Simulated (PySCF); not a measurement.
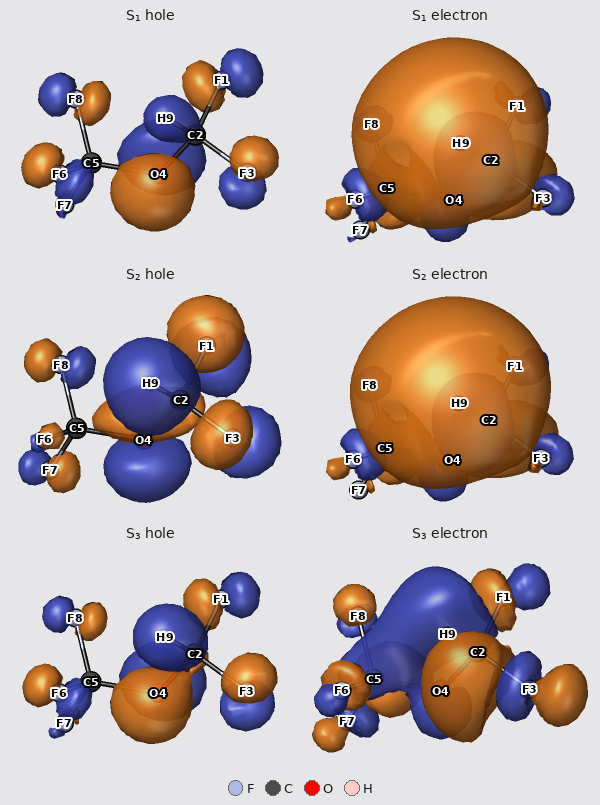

*C₂HF₅O, SMILES `FC(F)OC(F)(F)F`. Leading natural transition orbitals (full linear response singlet states).*

Method: PBE0/cc-pVDZ; geometry: GFN2-xTB; program: PySCF. No frequency check shows the geometry to be a minimum. Without diffuse functions Rydberg states are missing, so the states' numbers hold for this basis only.

Cartesian coordinates (Å):

```
F1      -1.7678   -1.1484   -0.1017
C2      -1.2803    0.0564    0.2117
F3      -2.2125    0.9516   -0.0929
O4      -0.1657    0.3358   -0.5641
C5       1.0336    0.0413   -0.0448
F6       1.2656    0.6983    1.0998
F7       1.9704    0.3776   -0.9037
F8       1.1759   -1.2525    0.2445
H9      -1.0795    0.0888    1.2970
```

Question: Describe these excited states.

Answer: By state:
- S₁: 11.42 eV (109 nm), f = 0.032; the leading pair carries 100 %; hole on O4 (55 %), F1 (10 %) and F3 (8 %), electron on H9 (51 %), C2 (27 %) and F6 (5 %); their centroids lie 1.7 Å apart.
- S₂: 11.80 eV (105 nm), f = 0.097; the leading pair carries 99 %; hole on F1 (28 %), O4 (22 %) and F3 (16 %), electron on H9 (52 %) and C2 (28 %); their centroids lie 1.4 Å apart.
- S₃: 12.37 eV (100 nm), f = 0.021; the leading pair carries 93 %; hole on O4 (48 %), F3 (13 %) and C2 (9 %), electron on C2 (33 %), F3 (17 %) and C5 (12 %); their centroids lie 0.4 Å apart.

Cost of the run: 9.4 min on 1 thread of Arm Neoverse V1, on a shared host, peak memory 0.72 GiB.
